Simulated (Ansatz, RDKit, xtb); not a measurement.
# C4H2FN: which of the isomers drawn lies lowest?, part 2 of 2

Which of a sample of isomers of C4H2FN is the most stable in the gas at 298.15 K, and what are its properties? The sample is small against all isomers, and the most stable one of this formula need not be in it.

xtb, Ansatz and PySCF; isolated molecules. The steps go on from the part before.

### 7 Are they minima? Harmonic frequencies

The lowest few in one piece go on as finalists (c196a, c937a, c097a drop out). Harmonic vibrations at B3LYP-D3(BJ)/def2-SVP test each finalist and give the zero-point energy and the thermal terms. The first, c347a:

File input.yaml:

```yaml
crystal:
  periodic: [false, false, false]
  atoms:
    - symbol: C
      position_ang: [0.478736, 1.912702, 1.062447]
    - symbol: C
      position_ang: [0.116013, 1.118917, -0.001228]
    - symbol: C
      position_ang: [-0.215125, 0.427460, -0.944621]
    - symbol: C
      position_ang: [-0.615139, -0.401512, -2.078980]
    - symbol: F
      position_ang: [0.155819, -1.535356, -2.175255]
    - symbol: "N"
      position_ang: [0.785263, 2.584878, 1.962459]
    - symbol: H
      position_ang: [-0.518043, 0.181424, -3.012728]
    - symbol: H
      position_ang: [-1.674675, -0.693995, -1.965117]
basis:
  gaussian:
    orbitals: def2-SVP
scf:
  lower_state_search: off
phonons: {}
hamiltonian:
  xc: {name: B3LYP}
  dispersion: d3bj
```

Command:

```console
$ ansatz run input.yaml --threads 2 --pin off --max-ram 4350MiB --events-out events.jsonl --progress --plain --runs-dir runs
```

Standard output, shortened:

```text
Warning: RAYON_NUM_THREADS=2 ignored (pool sized by the plan → 2); use --threads N
Functional definition: B3LYP
  name "B3LYP"
[...]
1069 factors; integrals over basis functions are off by at most 3.6e-4 eV
[...]
mean field -8378.12821621 eV, -307.8905330465 hartree, gradient 7.7e-6 eV, S^2 0.000000; 0 other end points of the search recorded, 0 dependent functions left out
[...]
reference -8378.12842386 eV, -307.8905406773 hartree; 21, 21 occupied and 73, 73 virtual orbitals, 1069 factors
[...]
1069 factors; integrals over basis functions are off by at most 3.6e-4 eV
mean field -8378.12816668 eV, -307.8905312263 hartree, gradient 1.7e-6 eV, S^2 0.000000; 0 other end points of the search recorded, 0 dependent functions left out
[...]
reference -8378.12837434 eV, -307.8905388575 hartree; 21, 21 occupied and 73, 73 virtual orbitals, 1069 factors
[...]
1069 factors; integrals over basis functions are off by at most 3.6e-4 eV
[...]
Atom 1 at     0.116013     1.118917    -0.001228 Å, force     0.000509     0.001402     0.001565 eV/Å
Atom 2 at    -0.215125     0.427460    -0.944621 Å, force    -0.000251    -0.001255    -0.001315 eV/Å
Atom 3 at    -0.615139    -0.401512    -2.078980 Å, force    -0.000239    -0.000338    -0.000389 eV/Å
Atom 4 at     0.155819    -1.535356    -2.175255 Å, force     0.000274    -0.000153     0.000111 eV/Å
Atom 5 at     0.785263     2.584878     1.962459 Å, force     0.000022    -0.000211    -0.000131 eV/Å
Atom 6 at    -0.518043     0.181424    -3.012728 Å, force     0.000207     0.000472     0.000077 eV/Å
Atom 7 at    -1.674675    -0.693995    -1.965117 Å, force    -0.000223     0.000201     0.000437 eV/Å
Dipole moment:    -0.427350    -0.199904    -0.638832 e Å
Vibrations: 105.18 143.39 264.51 336.23 495.43 575.32 604.91 738.72 1005.11 1085.05 1179.32 1251.50 1402.32 1458.19 2277.83 2411.51 3027.93 3075.52 cm⁻¹, zero-point energy 1.328985 eV
Checks for a lower state left out: stability, starts, cluster_reference, orbital_swaps, neighbouring_geometries, increment
```

Run time: 71 s. Hardware: 2 threads of Intel Xeon at 2.70GHz, shared host.

### 8 Thermal terms of the finalists

At 298.15 K and 1 atm, ideal gas, rigid rotor and harmonic oscillator:

| label | SMILES | spin | point group | lowest mode (cm⁻¹) | zero-point (kcal/mol) | G − E (kcal/mol) |
| --- | --- | --- | --- | --- | --- | --- |
| c347a | N#CC#CCF | singlet | Cs | 105 | 30.6 | 12.0 |
| c502a | N#CC1=C[C@@H]1F | singlet | C1 | 138 | 30.3 | 11.7 |
| c983a | C#C[C@H](F)C#N | singlet | C1 | 129 | 29.9 | 10.9 |

Chiral structures get −RT ln 2 for their mirror image.

### 9 Last filter: a higher level

Each finalist gets a single point at CCSD(T)/def2-SVP + MP2/def2-TZVPP - MP2/def2-SVP.

c347a, CCSD(T)/def2-SVP:

File input.yaml:

```yaml
crystal:
  periodic: [false, false, false]
  atoms:
    - {symbol: C, position_ang: [0.478736, 1.912702, 1.062447]}
    - {symbol: C, position_ang: [0.116013, 1.118917, -0.001228]}
    - {symbol: C, position_ang: [-0.215125, 0.427460, -0.944621]}
    - {symbol: C, position_ang: [-0.615139, -0.401512, -2.078980]}
    - {symbol: F, position_ang: [0.155819, -1.535356, -2.175255]}
    - {symbol: N, position_ang: [0.785263, 2.584878, 1.962459]}
    - {symbol: H, position_ang: [-0.518043, 0.181424, -3.012728]}
    - {symbol: H, position_ang: [-1.674675, -0.693995, -1.965117]}
basis:
  gaussian: {orbitals: def2-SVP}
total_charge: 0
correlation: {method: ccsd_t, frozen_orbitals: {C: 1, F: 1, "N": 1, H: 0}}
```

Command:

```console
$ ansatz run input.yaml --threads 2 --pin off --max-ram 4350MiB --events-out events.jsonl --progress --plain --runs-dir runs
```

Standard output, shortened:

```text
Warning: RAYON_NUM_THREADS=2 ignored (pool sized by the plan → 2); use --threads N
Functional definition: HF
  name "HF"
[...]
959 factors; integrals over basis functions are off by at most 1.1e-3 eV
[...]
mean field -8331.88760723 eV, -306.1912220094 hartree, gradient 1.7e-6 eV, S^2 0.000000; 0 other end points of the search recorded, 0 dependent functions left out; unrestricted orbitals would lower it
6 core orbitals not correlated: weight in the atoms' cores, before any rotation towards them, 1.000 or more for the frozen orbitals, at most 0.000 for the correlated occupied ones
reference -8331.88760723 eV, -306.1912220094 hartree; 15, 15 occupied and 73, 73 virtual orbitals, 959 factors
second order -22.97456683 eV of doubles, -0.00000000 eV of singles
cycle   1  -22.59260000 eV  change    3.8e-1 eV  update   1.3e-1
[...]
cycle  11  -23.51014444 eV  change    2.2e-5 eV  update   9.1e-6
perturbative correction -0.91905825 eV, -0.0337747677 hartree
Total energy: -8356.31680992 eV, -307.0889786494 hartree
```

Wall time 7.5 s (2 threads of Intel Xeon at 2.70GHz, shared host).

### 10 c347a at MP2/def2-TZVPP

input.yaml, as its differences from that of step 9:

```diff
@@ -8,3 +8,3 @@
     - {symbol: F, position_ang: [0.155819, -1.535356, -2.175255]}
-    - {symbol: N, position_ang: [0.785263, 2.584878, 1.962459]}
+    - {symbol: "N", position_ang: [0.785263, 2.584878, 1.962459]}
     - {symbol: H, position_ang: [-0.518043, 0.181424, -3.012728]}
@@ -12,4 +12,3 @@
 basis:
-  gaussian: {orbitals: def2-SVP}
-total_charge: 0
-correlation: {method: ccsd_t, frozen_orbitals: {C: 1, F: 1, "N": 1, H: 0}}
+  gaussian: {orbitals: def2-TZVPP}
+correlation: {method: mp2, frozen_orbitals: {C: 1, F: 1, "N": 1, H: 0}}
```

Command:

```console
$ ansatz run input.yaml --threads 2 --pin off --max-ram 4350MiB --events-out events.jsonl --progress --plain --runs-dir runs
```

Standard output:

```text
Warning: RAYON_NUM_THREADS=2 ignored (pool sized by the plan → 2); use --threads N
[... 2 set-up lines as earlier in the session ...]
  exchange = exact_x
  correlation = 0
1343 factors; integrals over basis functions are off by at most 1.1e-3 eV
mean field evaluation 1: about -8337.7235 eV, gradient 3.7e1 eV
mean field evaluation 2: about -8338.1070 eV, gradient 3.7e1 eV
mean field evaluation 4: about -8341.6226 eV, gradient 5.9e0 eV
mean field evaluation 8: about -8341.7412 eV, gradient 6.0e-1 eV
mean field evaluation 16: about -8341.7424 eV, gradient 1.9e-6 eV
mean field -8341.74242448 eV, -306.5533798635 hartree, gradient 1.9e-6 eV, S^2 0.000000; 0 other end points of the search recorded, 0 dependent functions left out; unrestricted orbitals would lower it
6 core orbitals not correlated: weight in the atoms' cores, before any rotation towards them, 1.000 or more for the frozen orbitals, at most 0.000 for the correlated occupied ones
reference -8341.74242448 eV, -306.5533798635 hartree; 15, 15 occupied and 193, 193 virtual orbitals, 1343 factors
second order -28.44369004 eV of doubles, -0.00000000 eV of singles
Total energy: -8370.18611452 eV, -307.5986661928 hartree
```

Wall time 5.1 s (2 threads of Intel Xeon at 2.70GHz, shared host).

### 11 c502a at CCSD(T)/def2-SVP

File input.yaml:

```yaml
crystal:
  periodic: [false, false, false]
  atoms:
    - {symbol: C, position_ang: [-1.758595, 1.176748, -0.354710]}
    - {symbol: C, position_ang: [-0.599020, 0.606835, -0.904493]}
    - {symbol: C, position_ang: [-0.014644, -0.117000, -1.834625]}
    - {symbol: C, position_ang: [0.862748, 0.388040, -0.767909]}
    - {symbol: F, position_ang: [1.313920, -0.482980, 0.189536]}
    - {symbol: N, position_ang: [-2.702030, 1.665345, 0.115777]}
    - {symbol: H, position_ang: [-0.115180, -0.716912, -2.736686]}
    - {symbol: H, position_ang: [1.597483, 1.192093, -0.910458]}
basis:
  gaussian:
    orbitals: def2-SVP
correlation:
  method: ccsd_t
  frozen_orbitals: {C: 1, F: 1, "N": 1, H: 0}
```

Command:

```console
$ ansatz run input.yaml --threads 2 --pin off --max-ram 4350MiB --events-out events.jsonl --progress --plain --runs-dir runs
```

Standard output, shortened:

```text
Warning: RAYON_NUM_THREADS=2 ignored (pool sized by the plan → 2); use --threads N
[... 2 set-up lines as earlier in the session ...]
[...]
958 factors; integrals over basis functions are off by at most 1.2e-3 eV
[...]
mean field -8331.32898782 eV, -306.1706931249 hartree, gradient 1.2e-6 eV, S^2 0.000000; 0 other end points of the search recorded, 0 dependent functions left out; unrestricted orbitals would lower it
6 core orbitals not correlated: weight in the atoms' cores, before any rotation towards them, 1.000 or more for the frozen orbitals, at most 0.000 for the correlated occupied ones
reference -8331.32898782 eV, -306.1706931249 hartree; 15, 15 occupied and 73, 73 virtual orbitals, 958 factors
second order -23.05983776 eV of doubles, -0.00000000 eV of singles
cycle   1  -22.76463965 eV  change    3.0e-1 eV  update   1.2e-1
[...]
cycle  10  -23.60886252 eV  change    1.6e-6 eV  update   1.9e-5
perturbative correction -0.91866698 eV, -0.0337603889 hartree
Total energy: -8355.85651733 eV, -307.0720632089 hartree
```

It took 7.2 s on 2 threads of Intel Xeon at 2.70GHz, shared host.

For c347a, c502a the log finds that unrestricted Hartree-Fock orbitals lie lower, a sign to watch the closed-shell reference there.

### 12 The ranking

Energies in kcal/mol from c347a; G adds the thermal terms to the CCSD(T)/def2-SVP + MP2/def2-TZVPP - MP2/def2-SVP energy. The columns left of the relaxed level are at the tight-binding geometries.

| label | SMILES | spin | GFN2-xTB | HF/STO-3G | r2SCAN-D4/def2-SVP | B3LYP-D3(BJ)/def2-SVP | HF/def2-SVP | MP2/def2-SVP | CCSD(T)/def2-SVP + MP2/def2-TZVPP - MP2/def2-SVP | G | share at equilibrium | T1 |
| --- | --- | --- | --- | --- | --- | --- | --- | --- | --- | --- | --- | --- |
| c347a | N#CC#CCF | singlet | 0.0 | 0.0 | 0.0 | 0.0 | 0.0 | 0.0 | 0.0 | 0.0 | 100.0 % | 0.014 |
| c983a | C#C[C@H](F)C#N | singlet | 10.3 | 10.4 | 13.3 | 11.8 | 7.5 | 9.7 | 7.7 | 6.6 | < 0.1 % | 0.013 |
| c502a | N#CC1=C[C@@H]1F | singlet | 13.5 | 19.1 | 7.3 | 10.3 | 12.9 | 10.9 | 12.3 | 12.0 | < 0.1 % | 0.013 |

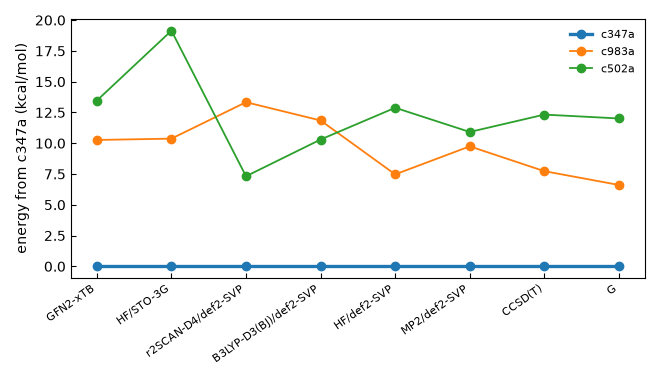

The finalists at each level, measured from c347a.

Lowest found: c347a, `N#CC#CCF`, a singlet of point group Cs. Bond lengths: C1–C2 1.376 Å, C2–C3 1.216 Å, C3–C4 1.461 Å, C4–F5 1.374 Å, C1–N6 1.164 Å, C4–H7 1.105 Å, C4–H8 1.105 Å. Angles: C1–C2–C3 179.3°, C2–C1–N6 180.0°, C2–C3–C4 179.9°, C3–C4–F5 111.6°, C3–C4–H7 109.4°, C3–C4–H8 109.4°, F5–C4–H7 109.1°, F5–C4–H8 109.1°, H7–C4–H8 108.1°.

```xyz
8

C     0.4787    1.9127    1.0624
C     0.1160    1.1189   -0.0012
C    -0.2151    0.4275   -0.9446
C    -0.6151   -0.4015   -2.0790
F     0.1558   -1.5354   -2.1753
N     0.7853    2.5849    1.9625
H    -0.5180    0.1814   -3.0127
H    -1.6747   -0.6940   -1.9651
```

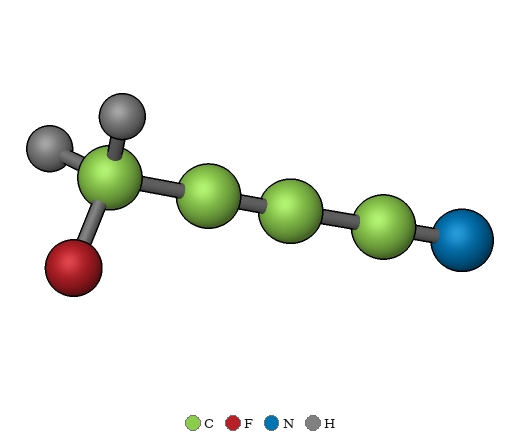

The lowest structure found, seen from a chosen angle (carbon green, fluorine red, nitrogen blue, hydrogen grey).

### 13 Summary of results

This closing draws on all 2 parts.

```
                                                        quantity                                                                  value
                                          lowest structure found                                                  N#CC#CCF, singlet, Cs
                                                   next finalist                      C#C[C@H](F)C#N, singlet, 6.6 kcal/mol higher in G
                       share at equilibrium, among the finalists                                                                100.0 %
                                                          funnel  6 starts, 6 minima at GFN2-xTB, 9 screening runs, 6 relaxed, 3 ranked
                                            CPU time of all runs                                                                 12 min
harmonic wavenumbers, lowest and highest (B3LYP-D3(BJ)/def2-SVP)                                                      105 and 3076 cm⁻¹
                             rotational constants, same geometry                                          0.9558, 0.04277, 0.04126 cm⁻¹
```

**Reading.** The lowest structure found is `N#CC#CCF`. Among the finalists first place is clear (6.6 kcal/mol); structures outside the list aren't covered. GFN2-xTB, HF/STO-3G, r2SCAN-D4/def2-SVP, B3LYP-D3(BJ)/def2-SVP, HF/def2-SVP and MP2/def2-SVP already put its bonding pattern lowest among the structures in one piece. The largest share of the time went into the vibrations (58 %). Lowest found is not proven lowest: the search is finite, and each finalist counts with one conformer. Patterns outside the rules of the enumeration were met only by chance. The lowest isomer need not be the one that is made and kept in a bottle, which depends on barriers.
